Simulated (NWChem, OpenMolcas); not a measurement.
## How basis sets differ on AlGeH4Cl (SMILES [Cl][AlH][GeH3])

AlGeH4Cl: 7 atoms, total charge 0, spin state singlet. SMILES: `[Cl][AlH][GeH3]`. The coordinates come from a PBE0-D4/def2-TZVP relaxation.

Each level gives the dipole moment (D). The values are calculated.

| level | kind | program | value (D) | CPU time |
| --- | --- | --- | --- | --- |
| HF/ANO-RCC-MB (DKH2) | Hartree–Fock | OpenMolcas | 2.12 | 8.1 s |
| HF/STO-3G | Hartree–Fock | NWChem | 2.90 | 2.6 s |
| HF/3-21G | Hartree–Fock | NWChem | 2.56 | 3 s |
| HF/6-31G* (RICD fitting, Cartesian functions) | Hartree–Fock | OpenMolcas | 1.73 | 5.6 s |
| HF/def2-SVP | Hartree–Fock | OpenMolcas | 1.28 | 12 s |

All-electron rows without a relativistic Hamiltonian named are non-relativistic. The values span 1.28 to 2.90 D. Magnitudes only. Sets without polarisation functions give poor dipoles. Times are those of the runs behind each value, whatever else they computed, on shared processors of several kinds: orders of magnitude only.

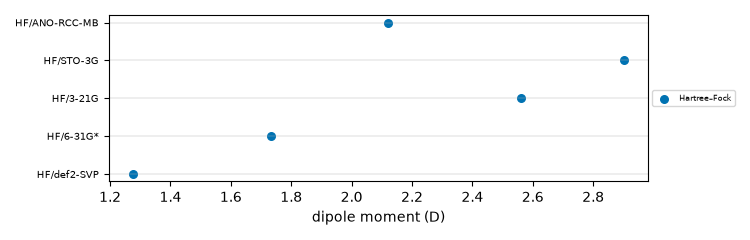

The values of the table, level by level.
